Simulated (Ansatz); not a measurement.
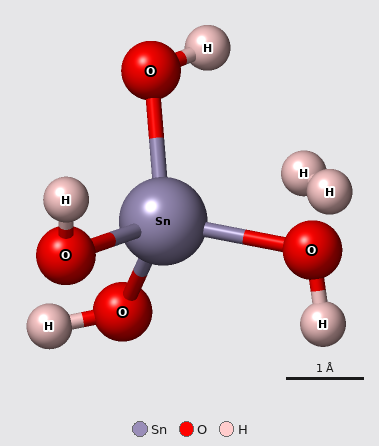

Fig. 1: The starting structure (ball-and-stick view, seen at a tilt). Sticks mark near contacts. Bond lengths as drawn: H–H 0.71 Å, H–O 0.98 Å and O–Sn 2.00 to 2.04 Å.

# SnH₆O₄: geometry relaxation (part 1 of 2)

System: SnH₆O₄.
Method: RKS BLYP-D4/def2-SVP (Ansatz 0.2.0).

It belongs to a series of runs on one base structure; here: end point A relaxed.

Output
```
The last accepted step is kept in [file] (removed where the run ends without a failure and the disk answers)
Engine: ansatz 0.2.0, x86_64-unknown-linux-gnu
Functional definition: BLYP
  parameter beta = 0.0042
  parameter a = 0.04918
  parameter b = 0.132
  parameter c = 0.2533
  parameter d = 0.349
  exchange = b88_x(beta = beta)
  correlation = lyp_c(a = a, b = b, c = c, d = d)
1211 factors; their error is unknown
mean field evaluation 1: about -14084.7785 eV, gradient 1.1e2 eV
mean field evaluation 2: about -13977.4156 eV, gradient 2.5e2 eV
mean field evaluation 4: about -14107.6362 eV, gradient 1.5e1 eV
mean field evaluation 8: about -14108.1058 eV, gradient 1.4e-1 eV
mean field evaluation 16: about -14108.0783 eV, gradient 9.1e-4 eV
mean field -14108.07832134 eV, -518.4623155105 hartree, gradient 3.5e-5 eV, S^2 0.000000; 0 other end points of the search recorded, 0 dependent functions left out
the calculation of the forces begins
reference -14108.07867462 eV, -518.4623284932 hartree; 30, 30 occupied and 82, 82 virtual orbitals, 1211 factors
relax step   1: F+E_penalty+E_count = -14108.52363960 eV  Δ(F+E_penalty+E_count) = +0.000e0 eV  max|allowed force component| = 2.565e0 eV/Å  Δτ_max = 0.0000 Å  (28 SCF iters, accepted)
these checks for a lower state are left out or cut short: starts, cluster_reference, orbital_swaps, neighbouring_geometries, increment
1211 factors; their error is unknown
mean field -14108.19337541 eV, -518.4665436693 hartree, gradient 1.7e-5 eV, S^2 0.000000; 0 other end points of the search recorded, 0 dependent functions left out
[... from here on the field's lines of each further geometry are left out, up to the last ...]
relax step   2: F+E_penalty+E_count = -14108.63254407 eV  Δ(F+E_penalty+E_count) = -1.089e-1 eV  max|allowed force component| = 7.760e-2 eV/Å  Δτ_max = 0.1946 Å  (28 SCF iters, accepted)
relax step   3: F+E_penalty+E_count = -14108.64497705 eV  Δ(F+E_penalty+E_count) = -1.243e-2 eV  max|allowed force component| = 8.252e-2 eV/Å  Δτ_max = 0.1936 Å  (28 SCF iters, accepted)
relax step   4: F+E_penalty+E_count = -14108.64865771 eV  Δ(F+E_penalty+E_count) = -3.681e-3 eV  max|allowed force component| = 2.244e-1 eV/Å  Δτ_max = 0.0904 Å  (29 SCF iters, accepted)
relax step   5: F+E_penalty+E_count = -14108.65308502 eV  Δ(F+E_penalty+E_count) = -4.427e-3 eV  max|allowed force component| = 2.284e-1 eV/Å  Δτ_max = 0.1002 Å  (29 SCF iters, accepted)
relax step   6: F+E_penalty+E_count = -14108.65842776 eV  Δ(F+E_penalty+E_count) = -5.343e-3 eV  max|allowed force component| = 3.033e-1 eV/Å  Δτ_max = 0.1949 Å  (29 SCF iters, accepted)
relax step   7: F+E_penalty+E_count = -14108.66175183 eV  Δ(F+E_penalty+E_count) = -3.324e-3 eV  max|allowed force component| = 2.540e-1 eV/Å  Δτ_max = 0.1149 Å  (28 SCF iters, accepted)
relax step   8: F+E_penalty+E_count = -14108.66599246 eV  Δ(F+E_penalty+E_count) = -4.241e-3 eV  max|allowed force component| = 1.945e-1 eV/Å  Δτ_max = 0.1474 Å  (29 SCF iters, accepted)
relax step   9: F+E_penalty+E_count = -14108.66967258 eV  Δ(F+E_penalty+E_count) = -3.680e-3 eV  max|allowed force component| = 1.217e-1 eV/Å  Δτ_max = 0.1577 Å  (29 SCF iters, accepted)
relax step  10: F+E_penalty+E_count = -14108.67200041 eV  Δ(F+E_penalty+E_count) = -2.328e-3 eV  max|allowed force component| = 1.020e-1 eV/Å  Δτ_max = 0.1588 Å  (30 SCF iters, accepted)
relax step  11: F+E_penalty+E_count = -14108.67300207 eV  Δ(F+E_penalty+E_count) = -1.002e-3 eV  max|allowed force component| = 9.806e-2 eV/Å  Δτ_max = 0.0948 Å  (29 SCF iters, accepted)
relax step  12: F+E_penalty+E_count = -14108.67366318 eV  Δ(F+E_penalty+E_count) = -6.611e-4 eV  max|allowed force component| = 8.648e-2 eV/Å  Δτ_max = 0.0712 Å  (29 SCF iters, accepted)
relax step  13: F+E_penalty+E_count = -14108.67404711 eV  Δ(F+E_penalty+E_count) = -3.839e-4 eV  max|allowed force component| = 3.459e-2 eV/Å  Δτ_max = 0.0417 Å  (30 SCF iters, accepted)
the calculation of the forces begins
reference -14108.25416340 eV, -518.4687775869 hartree; 30, 30 occupied and 82, 82 virtual orbitals, 1211 factors
relax step  14: F+E_penalty+E_count = -14108.67413265 eV  Δ(F+E_penalty+E_count) = -8.554e-5 eV  max|allowed force component| = 1.192e-2 eV/Å  Δτ_max = 0.0231 Å  (31 SCF iters, accepted)
1211 factors; their error is unknown
mean field evaluation 128: about -14108.2538 eV, gradient 1.1e-5 eV
```

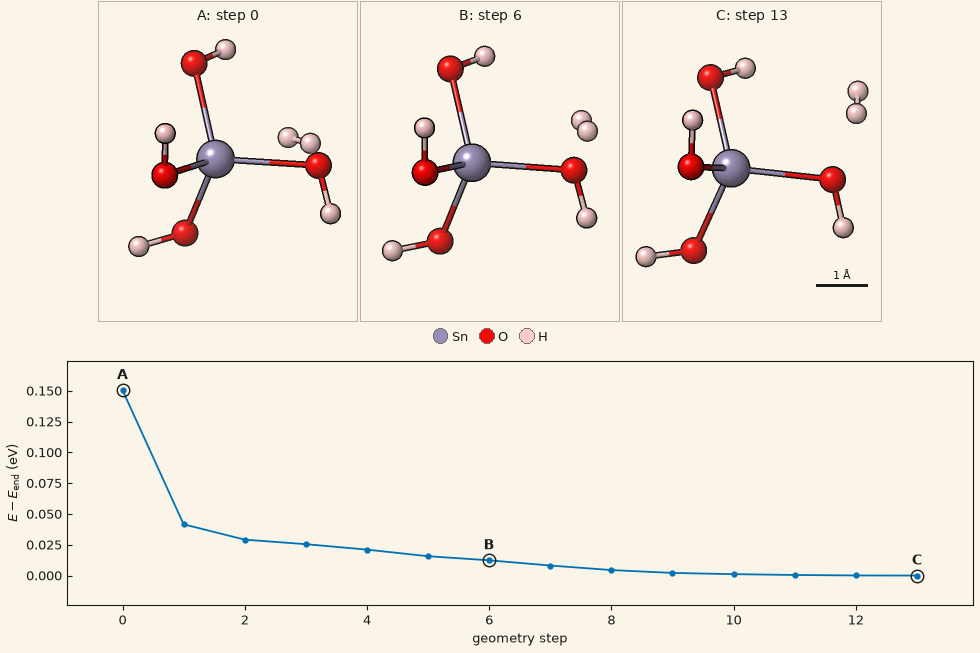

Fig. 2: Frames of the relaxation (ball-and-stick view, seen at a tilt) above the curves, on which the letters mark them (the first geometry is step 0 here and step 1 in the log).

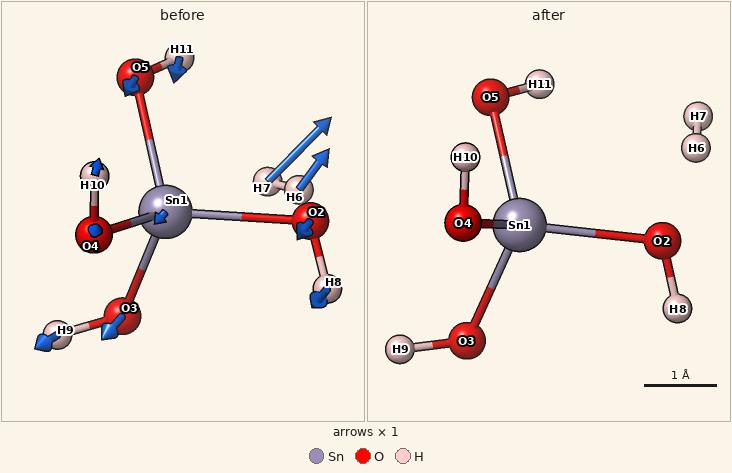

Fig. 3: Before (left) and after (right) the relaxation, at one scale (ball-and-stick view, seen at a tilt). The blue arrows give the displacements, at true length. After 13 geometry steps the energy has fallen by 0.150 eV. The largest force component goes from 2.6 to 0.012 eV/Å. H7 moves most after the best rigid fit: 1.28 Å. By element the largest moves are H 1.28 Å, O 0.59 Å, Sn 0.25 Å. Distances before and after: H6–H7 0.706 → 0.770 Å, Sn1–O2 2.038 → 2.014 Å. Among the angles that change: O2–Sn1–O3 107.6° → 104.5°. (Atoms are counted from 1 in the order of the input.)

```
mean field -14108.25379727 eV, -518.4687641318 hartree, gradient 1.4e-5 eV, S^2 0.000000; 1 other end points of the search recorded, 0 dependent functions left out
the calculation of the forces begins
reference -14108.25416340 eV, -518.4687775869 hartree; 30, 30 occupied and 82, 82 virtual orbitals, 1211 factors
Total energy: -14108.67449878 eV, -518.4842246271 hartree
Atom 0 at    -0.559724    -0.404287    -0.014584 Å, force    -0.001242    -0.011918     0.001537 eV/Å
Atom 1 at     0.848971    -0.123674     1.397748 Å, force     0.000242    -0.000947    -0.002734 eV/Å
Atom 2 at     0.081648    -1.995433    -1.055441 Å, force    -0.000831     0.000324    -0.002476 eV/Å
Atom 3 at    -2.403204    -0.840839     0.645518 Å, force    -0.002818     0.006606     0.002576 eV/Å
Atom 4 at    -0.711776     1.337182    -0.999671 Å, force     0.009432    -0.000126     0.005779 eV/Å
Atom 5 at     2.211809     1.530610     0.320701 Å, force    -0.000116    -0.002706     0.001437 eV/Å
Atom 6 at     2.569252     2.054531    -0.115760 Å, force     0.000094     0.001512    -0.000341 eV/Å
Atom 7 at     1.341166    -0.962065     1.529043 Å, force    -0.005386     0.007873    -0.004684 eV/Å
Atom 8 at    -0.664875    -2.372128    -1.567320 Å, force     0.002336     0.002579     0.002770 eV/Å
Atom 9 at    -2.877899    -0.001863     0.826952 Å, force     0.001502    -0.004840    -0.000832 eV/Å
Atom 10 at     0.164433     1.778067    -0.967084 Å, force    -0.003212     0.001644    -0.003032 eV/Å
Dipole moment:    -0.017722    -0.033864    -0.042471 e Å
```

Trajectory as extended XYZ (Å, eV, eV/Å), 14 frames, from step=1 to step=14
```
11
Properties=species:S:1:pos:R:3:forces:R:3 step=1 energy=-14108.52364
Sn   -0.4581   -0.1877    0.0459    0.0940   0.0105   0.3126
O     0.7170    0.1696    1.6724   -0.2821  -0.1092  -0.2141
O     0.4924   -1.5292   -1.1051    0.0041   0.0014  -0.0001
O    -2.2374   -1.0199    0.4610    0.0006  -0.0032   0.0005
O    -0.8648    1.5941   -0.7771    0.0011   0.0004  -0.0080
H     2.1201    0.9078    0.0420   -0.2708  -0.2796   2.4479
H     2.2131    0.9965   -0.6520    0.4586   0.3758  -2.5646
H     1.0951   -0.6877    1.9634    0.0052  -0.0023   0.0110
H    -0.1815   -2.0478   -1.5941   -0.0050   0.0046   0.0072
H    -2.8561   -0.3182    0.7542   -0.0035   0.0059  -0.0004
H    -0.0400    2.1227   -0.8105   -0.0023  -0.0042   0.0081
11
Properties=species:S:1:pos:R:3:forces:R:3 step=2 energy=-14108.63254
Sn   -0.4896   -0.2047    0.0687    0.0156   0.0098   0.0360
O     0.6540    0.1432    1.6971   -0.0127  -0.0776  -0.0708
O     0.4770   -1.5343   -1.0839   -0.0041  -0.0085   0.0124
O    -2.2710   -1.0326    0.4712   -0.0414   0.0003  -0.0003
O    -0.8781    1.5788   -0.7628   -0.0034  -0.0066   0.0086
H     2.1876    0.9504    0.0054    0.0377   0.0237   0.0524
H     2.3763    1.0698   -0.7284    0.0451   0.0216  -0.0538
H     1.0717   -0.7041    1.9664   -0.0114   0.0567  -0.0099
H    -0.1898   -2.0461   -1.5897    0.0005   0.0067   0.0100
H    -2.8881   -0.3234    0.7495   -0.0230  -0.0077   0.0045
H    -0.0501    2.1029   -0.7934   -0.0028  -0.0183   0.0108
11
Properties=species:S:1:pos:R:3:forces:R:3 step=3 energy=-14108.64498
Sn   -0.5385   -0.2247    0.0646    0.0240  -0.0077   0.0825
O     0.6250    0.1308    1.6745    0.0271  -0.0760  -0.0516
O     0.4293   -1.5582   -1.0815   -0.0120  -0.0179   0.0051
O    -2.3243   -1.0451    0.4722   -0.0124   0.0101   0.0002
O    -0.9213    1.5600   -0.7647    0.0071   0.0088  -0.0107
H     2.3604    1.0359    0.0234   -0.0496  -0.0136   0.0814
H     2.5529    1.1451   -0.7095    0.0471   0.0250  -0.0717
H     1.0786   -0.7044    1.9246   -0.0379   0.0746  -0.0331
H    -0.2387   -2.0782   -1.5771    0.0089   0.0023  -0.0046
H    -2.9350   -0.3376    0.7695   -0.0048  -0.0101  -0.0043
H    -0.0886    2.0766   -0.7958    0.0024   0.0044   0.0068
11
Properties=species:S:1:pos:R:3:forces:R:3 step=4 energy=-14108.64866
Sn   -0.5553   -0.2380    0.0665   -0.0226  -0.0038  -0.0247
O     0.6320    0.1276    1.6501    0.0939  -0.1063   0.0370
O     0.4051   -1.5851   -1.0705   -0.0280  -0.0184   0.0074
O    -2.3476   -1.0446    0.4777    0.0049   0.0216   0.0084
O    -0.9211    1.5473   -0.7707   -0.0066   0.0020  -0.0109
H     2.3595    1.0676    0.0385    0.0594   0.0291  -0.2078
H     2.6246    1.1914   -0.6797   -0.0659  -0.0211   0.2244
H     1.1108   -0.6996    1.8829   -0.0568   0.1093  -0.0341
H    -0.2644   -2.0964   -1.5733    0.0156   0.0024  -0.0019
H    -2.9571   -0.3321    0.7660    0.0054  -0.0099  -0.0064
H    -0.0866    2.0620   -0.7874    0.0009  -0.0049   0.0086
11
Properties=species:S:1:pos:R:3:forces:R:3 step=5 energy=-14108.65308
Sn   -0.5640   -0.2535    0.0580   -0.0117  -0.0242  -0.0306
O     0.6554    0.1173    1.6163    0.0844  -0.1046   0.0431
O     0.3719   -1.6332   -1.0610   -0.0395  -0.0093  -0.0012
O    -2.3615   -1.0338    0.4958   -0.0053   0.0335   0.0150
O    -0.9173    1.5270   -0.7954    0.0080   0.0051  -0.0065
H     2.3584    1.1074    0.0716    0.0784   0.0357  -0.2165
H     2.6664    1.2631   -0.6236   -0.0841  -0.0281   0.2284
H     1.1445   -0.7068    1.8386   -0.0616   0.1094  -0.0364
H    -0.3029   -2.1245   -1.5771    0.0241   0.0111   0.0107
H    -2.9663   -0.3089    0.7633    0.0171  -0.0179  -0.0091
H    -0.0849    2.0461   -0.7866   -0.0097  -0.0106   0.0031
```
